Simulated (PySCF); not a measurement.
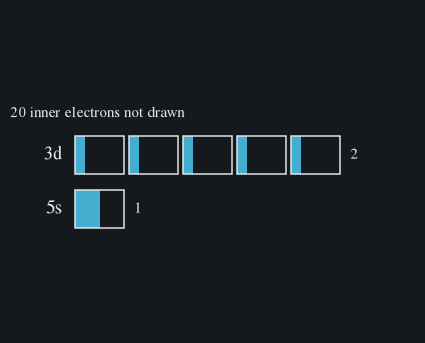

**Figure 1.** The outer shells of the nominal configuration: a box for each of the 2l + 1 orbitals, shaded by the share of the shell that is filled, with the electron count at the right.

**Atomic calculation, with input and output: V**

V, configuration 1s2 2s2 2p6 3s2 3p6 3d2 4s2 5s1, multiplicity 4. Level asked for: unrestricted CCSD(T), aug-cc-pVTZ, non-relativistic, point nucleus (PySCF).

The input:
```python
from pyscf import gto, scf, dft, mp, cc
import basis_set_exchange as bse
mol = gto.M(atom="V 0 0 0", charge=0, spin=3, symmetry="D2h",
            basis=gto.basis.parse(bse.get_basis("aug-cc-pVTZ", elements=["V"], fmt="nwchem")))
mf = scf.UHF(mol)
mf.irrep_nelec = {'Ag': (6, 4), 'B1g': (1, 0), 'B1u': (2, 2), 'B2u': (2, 2), 'B3u': (2, 2)}
mf.kernel()
mycc = cc.CCSD(mf, frozen=9).run()
mycc.ccsd_t()
```

The script is an equivalent of what the driver set up; the driver started from orbitals of its own, so the log can be shorter than this script's would be, and it computed the properties (radii, ⟨L²⟩, response) afterwards. It held the occupations shell by shell, which the script's counts by irreducible representation don't always enforce.

Hardware: 1 CPU thread, shared host.

Output (extracts):
```
CC2 = 0
CCSD nocc = (np.int64(4), np.int64(1)), nmo = (84, 84)
frozen orbitals [[0, 1, 2, 3, 4, 5, 6, 7, 8], [0, 1, 2, 3, 4, 5, 6, 7, 8]]
max_cycle = 100
direct = 0
conv_tol = 1e-08
conv_tol_normt = 1e-06
diis_space = 8
diis_start_cycle = 0
Init t2, MP2 energy = -0.0498282388212695
Init E_corr(UCCSD) = -0.0498282388255196
cycle = 1  E_corr(UCCSD) = -0.0571935600896975  dE = -0.00736532126  norm(t1,t2) = 0.066912
cycle = 2  E_corr(UCCSD) = -0.0601516237803559  dE = -0.00295806369  norm(t1,t2) = 0.040476
cycle = 3  E_corr(UCCSD) = -0.0625528517317623  dE = -0.00240122795  norm(t1,t2) = 0.0315313
cycle = 4  E_corr(UCCSD) = -0.0622366746249809  dE = 0.000316177107  norm(t1,t2) = 0.0338627
cycle = 5  E_corr(UCCSD) = -0.0619630990669674  dE = 0.000273575558  norm(t1,t2) = 0.0316823
cycle = 6  E_corr(UCCSD) = -0.0617521598039035  dE = 0.000210939263  norm(t1,t2) = 0.022922
cycle = 7  E_corr(UCCSD) = -0.0621007627993117  dE = -0.000348602995  norm(t1,t2) = 0.0174285
cycle = 8  E_corr(UCCSD) = -0.0623859242315623  dE = -0.000285161432  norm(t1,t2) = 0.0139965
cycle = 9  E_corr(UCCSD) = -0.0624711253507533  dE = -8.52011192e-05  norm(t1,t2) = 0.0131613
cycle = 10  E_corr(UCCSD) = -0.0623595224085444  dE = 0.000111602942  norm(t1,t2) = 0.013432
cycle = 11  E_corr(UCCSD) = -0.0621677461940909  dE = 0.000191776214  norm(t1,t2) = 0.0130317
cycle = 12  E_corr(UCCSD) = -0.0621696596133002  dE = -1.91341921e-06  norm(t1,t2) = 0.0116577
cycle = 13  E_corr(UCCSD) = -0.0620378698800949  dE = 0.000131789733  norm(t1,t2) = 0.00911009
cycle = 14  E_corr(UCCSD) = -0.0619526519486377  dE = 8.52179315e-05  norm(t1,t2) = 0.0058672
cycle = 15  E_corr(UCCSD) = -0.0619332665355556  dE = 1.93854131e-05  norm(t1,t2) = 0.00497806
cycle = 16  E_corr(UCCSD) = -0.0620038063718427  dE = -7.05398363e-05  norm(t1,t2) = 0.00448966
cycle = 17  E_corr(UCCSD) = -0.061985024250633  dE = 1.87821212e-05  norm(t1,t2) = 0.0045409
cycle = 18  E_corr(UCCSD) = -0.0619896033921188  dE = -4.57914149e-06  norm(t1,t2) = 0.004514
cycle = 19  E_corr(UCCSD) = -0.0619993542879157  dE = -9.7508958e-06  norm(t1,t2) = 0.00429344
cycle = 20  E_corr(UCCSD) = -0.0619812523914714  dE = 1.81018964e-05  norm(t1,t2) = 0.00417544
cycle = 21  E_corr(UCCSD) = -0.0620024074458954  dE = -2.11550544e-05  norm(t1,t2) = 0.00418346
cycle = 22  E_corr(UCCSD) = -0.0620111239168153  dE = -8.71647092e-06  norm(t1,t2) = 0.00410947
cycle = 23  E_corr(UCCSD) = -0.062028402958887  dE = -1.72790421e-05  norm(t1,t2) = 0.00396752
cycle = 24  E_corr(UCCSD) = -0.0620796117426127  dE = -5.12087837e-05  norm(t1,t2) = 0.00389711
cycle = 25  E_corr(UCCSD) = -0.0620635540251636  dE = 1.60577174e-05  norm(t1,t2) = 0.00393229
cycle = 26  E_corr(UCCSD) = -0.0620338910404663  dE = 2.96629847e-05  norm(t1,t2) = 0.00388654
cycle = 27  E_corr(UCCSD) = -0.0620430591697397  dE = -9.16812927e-06  norm(t1,t2) = 0.00410792
cycle = 28  E_corr(UCCSD) = -0.062046933167816  dE = -3.87399808e-06  norm(t1,t2) = 0.00403335
cycle = 29  E_corr(UCCSD) = -0.062055917363967  dE = -8.98419615e-06  norm(t1,t2) = 0.00402096
cycle = 30  E_corr(UCCSD) = -0.062041800688082  dE = 1.41166759e-05  norm(t1,t2) = 0.00396554
cycle = 31  E_corr(UCCSD) = -0.0620570439495987  dE = -1.52432615e-05  norm(t1,t2) = 0.00383
cycle = 32  E_corr(UCCSD) = -0.0620210436189002  dE = 3.60003307e-05  norm(t1,t2) = 0.00379427
cycle = 33  E_corr(UCCSD) = -0.0620393969826876  dE = -1.83533638e-05  norm(t1,t2) = 0.00539216
cycle = 34  E_corr(UCCSD) = -0.0619644333182994  dE = 7.49636644e-05  norm(t1,t2) = 0.00289488
cycle = 35  E_corr(UCCSD) = -0.0618955376858364  dE = 6.88956325e-05  norm(t1,t2) = 0.00222903
cycle = 36  E_corr(UCCSD) = -0.061893941637584  dE = 1.59604825e-06  norm(t1,t2) = 0.0012426
cycle = 37  E_corr(UCCSD) = -0.0619037255057566  dE = -9.78386817e-06  norm(t1,t2) = 0.00104671
cycle = 38  E_corr(UCCSD) = -0.0618967615113594  dE = 6.9639944e-06  norm(t1,t2) = 0.000905633
cycle = 39  E_corr(UCCSD) = -0.0618769265194246  dE = 1.98349919e-05  norm(t1,t2) = 0.000799186
cycle = 40  E_corr(UCCSD) = -0.0618753971965785  dE = 1.52932285e-06  norm(t1,t2) = 0.00074879
cycle = 41  E_corr(UCCSD) = -0.061874959416468  dE = 4.3778011e-07  norm(t1,t2) = 0.000752592
cycle = 42  E_corr(UCCSD) = -0.0618728849704092  dE = 2.07444606e-06  norm(t1,t2) = 0.000751466
cycle = 43  E_corr(UCCSD) = -0.061871278101787  dE = 1.60686862e-06  norm(t1,t2) = 0.000748188
cycle = 44  E_corr(UCCSD) = -0.0618641569122251  dE = 7.12118956e-06  norm(t1,t2) = 0.00114873
cycle = 45  E_corr(UCCSD) = -0.0618616392755312  dE = 2.51763669e-06  norm(t1,t2) = 0.00064837
cycle = 46  E_corr(UCCSD) = -0.0618606864817389  dE = 9.52793792e-07  norm(t1,t2) = 0.000669642
cycle = 47  E_corr(UCCSD) = -0.0618697509455029  dE = -9.06446376e-06  norm(t1,t2) = 0.00057663
cycle = 48  E_corr(UCCSD) = -0.0618821503128044  dE = -1.23993673e-05  norm(t1,t2) = 0.000500903
cycle = 49  E_corr(UCCSD) = -0.0618813216269105  dE = 8.28685894e-07  norm(t1,t2) = 0.000470178
cycle = 50  E_corr(UCCSD) = -0.0618869404205842  dE = -5.61879367e-06  norm(t1,t2) = 0.000462606
cycle = 51  E_corr(UCCSD) = -0.061889614614044  dE = -2.67419346e-06  norm(t1,t2) = 0.000411668
cycle = 52  E_corr(UCCSD) = -0.0618915257256215  dE = -1.91111158e-06  norm(t1,t2) = 0.000383283
cycle = 53  E_corr(UCCSD) = -0.061896695172575  dE = -5.16944695e-06  norm(t1,t2) = 0.000339945
cycle = 54  E_corr(UCCSD) = -0.061895086028684  dE = 1.60914389e-06  norm(t1,t2) = 0.000292187
cycle = 55  E_corr(UCCSD) = -0.0618962236488041  dE = -1.13762012e-06  norm(t1,t2) = 0.000319368
cycle = 56  E_corr(UCCSD) = -0.0618960716978331  dE = 1.51950971e-07  norm(t1,t2) = 0.000282908
cycle = 57  E_corr(UCCSD) = -0.0618969040748584  dE = -8.32377025e-07  norm(t1,t2) = 0.0001856
cycle = 58  E_corr(UCCSD) = -0.0618977057003788  dE = -8.0162552e-07  norm(t1,t2) = 0.000173908
cycle = 59  E_corr(UCCSD) = -0.0618982752087201  dE = -5.69508341e-07  norm(t1,t2) = 0.000169749
cycle = 60  E_corr(UCCSD) = -0.061898843751815  dE = -5.68543095e-07  norm(t1,t2) = 0.000175376
cycle = 61  E_corr(UCCSD) = -0.0618986283509166  dE = 2.15400898e-07  norm(t1,t2) = 0.000160434
cycle = 62  E_corr(UCCSD) = -0.0618972551210658  dE = 1.37322985e-06  norm(t1,t2) = 0.000160034
cycle = 63  E_corr(UCCSD) = -0.0618973407393255  dE = -8.56182597e-08  norm(t1,t2) = 0.000155016
cycle = 64  E_corr(UCCSD) = -0.0618975411130542  dE = -2.00373729e-07  norm(t1,t2) = 0.000152511
cycle = 65  E_corr(UCCSD) = -0.061897859696704  dE = -3.1858365e-07  norm(t1,t2) = 0.000152101
cycle = 66  E_corr(UCCSD) = -0.061897791270047  dE = 6.84266571e-08  norm(t1,t2) = 0.000152094
cycle = 67  E_corr(UCCSD) = -0.061898177111513  dE = -3.85841466e-07  norm(t1,t2) = 0.00015091
cycle = 68  E_corr(UCCSD) = -0.0618967702824089  dE = 1.4068291e-06  norm(t1,t2) = 0.000153888
cycle = 69  E_corr(UCCSD) = -0.0618967807572055  dE = -1.04747966e-08  norm(t1,t2) = 0.000150036
cycle = 70  E_corr(UCCSD) = -0.061896867330536  dE = -8.65733305e-08  norm(t1,t2) = 0.000150041
cycle = 71  E_corr(UCCSD) = -0.061896941673281  dE = -7.43427449e-08  norm(t1,t2) = 0.00014919
cycle = 72  E_corr(UCCSD) = -0.0618968405508143  dE = 1.01122467e-07  norm(t1,t2) = 0.00014791
cycle = 73  E_corr(UCCSD) = -0.0618971124250929  dE = -2.71874279e-07  norm(t1,t2) = 0.000146609
cycle = 74  E_corr(UCCSD) = -0.061897525597347  dE = -4.13172254e-07  norm(t1,t2) = 0.000146775
cycle = 75  E_corr(UCCSD) = -0.0618973116819678  dE = 2.13915379e-07  norm(t1,t2) = 0.000146806
cycle = 76  E_corr(UCCSD) = -0.0618971210968165  dE = 1.90585151e-07  norm(t1,t2) = 0.000146091
cycle = 77  E_corr(UCCSD) = -0.0618981295840929  dE = -1.00848728e-06  norm(t1,t2) = 0.00014683
cycle = 78  E_corr(UCCSD) = -0.0618981059625277  dE = 2.36215652e-08  norm(t1,t2) = 0.000152799
cycle = 79  E_corr(UCCSD) = -0.0618971722576372  dE = 9.3370489e-07  norm(t1,t2) = 0.000144214
cycle = 80  E_corr(UCCSD) = -0.0618970225040803  dE = 1.49753557e-07  norm(t1,t2) = 0.000150825
cycle = 81  E_corr(UCCSD) = -0.0618970272126934  dE = -4.70861315e-09  norm(t1,t2) = 0.000144575
cycle = 82  E_corr(UCCSD) = -0.0618972722914563  dE = -2.45078763e-07  norm(t1,t2) = 0.000143059
cycle = 83  E_corr(UCCSD) = -0.0618967205556538  dE = 5.51735802e-07  norm(t1,t2) = 0.00014358
cycle = 84  E_corr(UCCSD) = -0.0618967670610836  dE = -4.65054298e-08  norm(t1,t2) = 0.000144222
cycle = 85  E_corr(UCCSD) = -0.0618969684316285  dE = -2.01370545e-07  norm(t1,t2) = 0.000144845
cycle = 86  E_corr(UCCSD) = -0.0618966904581819  dE = 2.77973447e-07  norm(t1,t2) = 0.000146544
cycle = 87  E_corr(UCCSD) = -0.0618968257733286  dE = -1.35315147e-07  norm(t1,t2) = 0.000146219
cycle = 88  E_corr(UCCSD) = -0.0618968798461651  dE = -5.40728365e-08  norm(t1,t2) = 0.000142117
cycle = 89  E_corr(UCCSD) = -0.0618963833796921  dE = 4.96466473e-07  norm(t1,t2) = 0.000145195
cycle = 90  E_corr(UCCSD) = -0.0618961723198111  dE = 2.11059881e-07  norm(t1,t2) = 0.000141954
cycle = 91  E_corr(UCCSD) = -0.0618958037110808  dE = 3.6860873e-07  norm(t1,t2) = 0.000135789
cyc
```

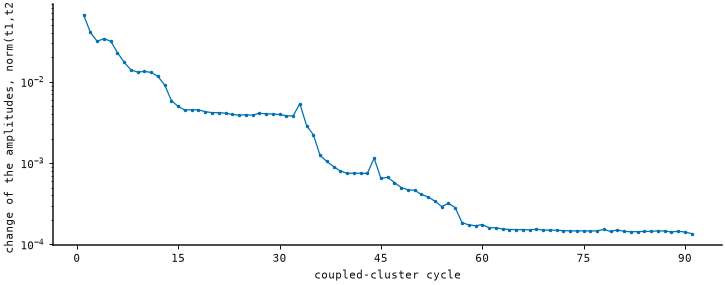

**Figure 2.** Convergence: change of the amplitudes, norm(t1,t2) against the coupled-cluster cycle. The residual stalls around 2 × 10⁻⁴ from about step 54 on. It goes from 0.067 to 0.00014 in 91 steps.

Outcome:

- outcome: not converged
- CCSD correlation: −0.061896 hartree
- T1 diagnostic: 0.024
- CPU time: 48 s (integrals apart)

Diagnosis:

The run did not meet its convergence test, so its last values are not results. This is not the ground configuration of the species.
